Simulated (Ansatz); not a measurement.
# A thicker film of BaTiO3 (001), BaO faces from four thinner ones

In a field along its normal an insulating film takes a dipole p. Written as a length, p/(ε₀AE), it should grow by 1 − 1/ε for each ångström added.

How it was computed: Ansatz 0.2.0, plane waves with PAW datasets (its set soft_2), PBE; perovskite films relaxed at a bulk in-plane lattice constant near the measured one, then held in weak fields of both signs with a dipole correction (A is the cell's area, E the outer field).

```
    run  distance between the outer atoms (Å)  p/(ε₀AE) (Å)
2 units                                 7.987         9.280
3 units                                12.026        12.673
4 units                                16.061        16.095
5 units                                20.095        19.522
6 units                                24.126             ?
```

Q: Estimate the withheld value from the rows shown.

A least-squares line through the 4 rows shown has slope 0.8461 and intercept 2.5114; no row lies more than 0.014 Å off it. That slope means ε = 1/(1 − 0.8461) = 6.50. At 24.126 it gives 0.8461 × 24.126 + 2.5114 = 22.924 Å, beyond the rows fitted. Rounding and scatter of the rows alone allow about ±0.023 Å there.

The run itself gives 22.949 Å: a miss of +0.025 Å, or 0.1 % of the value. The length is met to within 1 %, though ε is more sensitive than the length: the two thickest films give ε = 6.67.

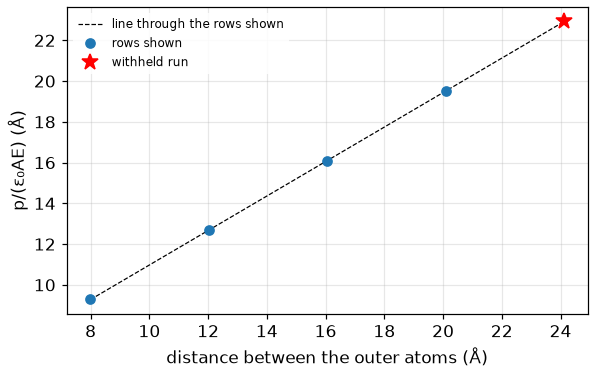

The fit and the withheld run.

**Limits.** This is the electronic response alone. A unit is one step of the cut along the normal (a plane, a pair of planes or a cell), and the layers relax along it, away from their bulk spacing where the functional's lattice constant differs from the one held.

[Logs are printed without paths, hosts, clocks, repeated set-up lines and the standing remarks that a program may print on its own settings, such as how far it seeks lower states.]
